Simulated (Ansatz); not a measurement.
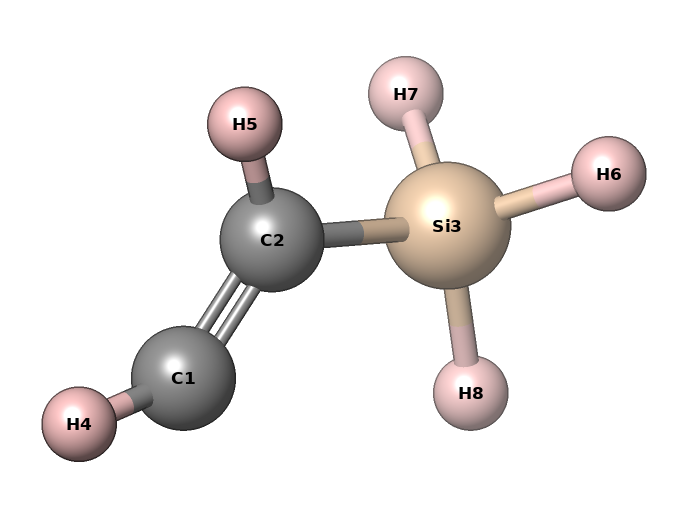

Atoms fade into the background with distance from the viewer. Charge 0, doublet. Computed geometry: PBE-D4/def2-SVP optimisation. No frequency run is at hand to confirm it as a minimum.

Q: Which atoms or bonds are stereogenic?

A: Double bonds: C1=C2.

Q: What are the Cahn–Ingold–Prelog descriptors?

A: C1=C2: E.

Q: Give a SMILES with the stereochemistry.

A: [H]/[C]=C/[SiH3]
